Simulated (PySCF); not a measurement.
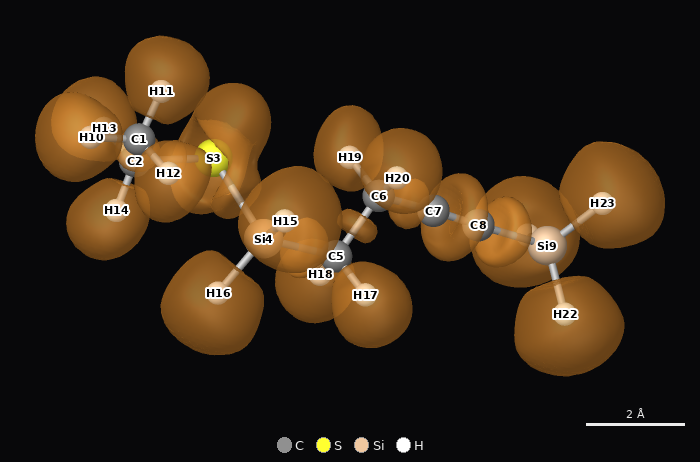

C$_{6}$H$_{14}$SSi$_{2}$ (SMILES CCS[SiH2]CCC#C[SiH3]). Isosurface of the ELF at 0.8 (orange), seen at a tilt. Core shells and regions of very low density are left out.

Geometry: GFN2-xTB.

The calculation used PySCF, PBE0/pcSseg-1, SCF density, gas phase, non-relativistic.

| atom | x (Å) | y (Å) | z (Å) |
| --- | --- | --- | --- |
| C | -4.3588 | 0.0208 | 1.2397 |
| C | -3.7233 | 1.0880 | 0.3720 |
| S | -1.9049 | 1.1416 | 0.5436 |
| Si | -1.3160 | -0.6487 | -0.4815 |
| C | 0.5421 | -0.4868 | -0.8092 |
| C | 1.3349 | -0.2063 | 0.4731 |
| C | 2.7499 | -0.0806 | 0.1911 |
| C | 3.9195 | 0.0137 | -0.0865 |
| Si | 5.7119 | 0.1743 | -0.4800 |
| H | -5.4431 | 0.0953 | 1.1812 |
| H | -4.0560 | 0.1485 | 2.2762 |
| H | -4.0593 | -0.9717 | 0.9103 |
| H | -4.0569 | 2.0810 | 0.6708 |
| H | -3.9555 | 0.9365 | -0.6815 |
| H | -1.5964 | -1.8111 | 0.3655 |
| H | -2.0966 | -0.7221 | -1.7153 |
| H | 0.9098 | -1.4056 | -1.2683 |
| H | 0.7324 | 0.3170 | -1.5227 |
| H | 0.9756 | 0.7210 | 0.9303 |
| H | 1.1855 | -1.0175 | 1.1927 |
| H | 5.9995 | 1.5764 | -0.7961 |
| H | 6.0135 | -0.6771 | -1.6355 |
| H | 6.4874 | -0.2596 | 0.6860 |

What do the ELF domains correspond to?

Answer. At this value the surface marks out four regions between bonded C–C atoms (shared pairs), one region between bonded C–S atoms (shared pairs), two regions between bonded C–Si atoms (shared pairs), 14 regions around hydrogen nuclei and one region on S in which the atom's valence shell and bonds are merged. Profiles from the grid: C–C (1.21 Å): the ELF peaks at about 0.85 between the atoms; a short, multiple covalent bond. C–S (1.83 Å): the ELF peaks at about 0.90 between the atoms, as expected for localised, covalent bonding.
